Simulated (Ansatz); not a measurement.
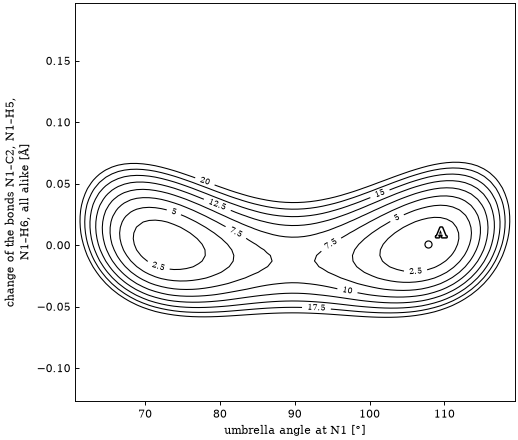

CH2NO2, SMILES NC(=O)[O-], charge −1. Coordinates scanned: (1) umbrella angle at N1 (between each of its bonds and their common axis; 90 is planar); (2) change of the bonds N1–C2, N1–H5, N1–H6, all alike. Nothing is relaxed (all other coordinates rigid). Grid: 15 × 15 points. Points are written as (first, second). All energies are given in kJ/mol relative to the relaxed molecule at the same level. Level of theory: Ansatz 0.2.0, RKS PBE0-D4/def2-TZVPD.

In the figure: contour lines labelled in kJ/mol (none above 20), the point A. Between grid points the surface is interpolated.

### What is the easiest way out of the well at A, and how high is the barrier?

The easiest path leads from the well at about (108°, 0.00 Å) to the well at about (72°, 0.00 Å), about 0.42 kJ/mol higher. Its highest point lies about 7.9 kJ/mol above the bottom of the first well on the interpolated surface, at (90.0°, −0.012 Å). The start is the relaxed structure and all else is held, so a fully relaxed path at this level can only be lower.

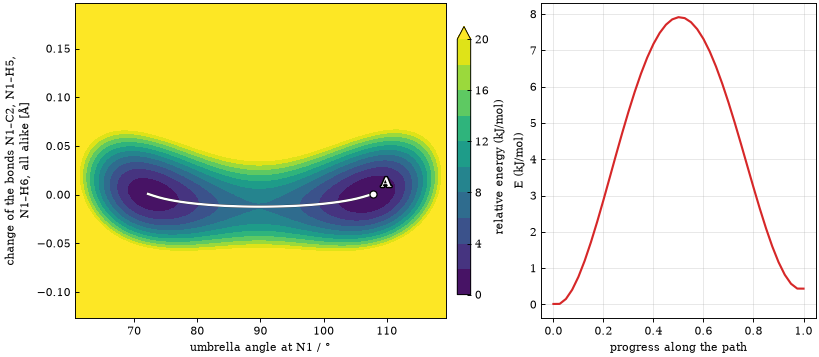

The picture shows filled contours, a line along the lowest path, one colour for all values above the top of the scale, the energy along the path at the right. Between grid points the surface is interpolated.
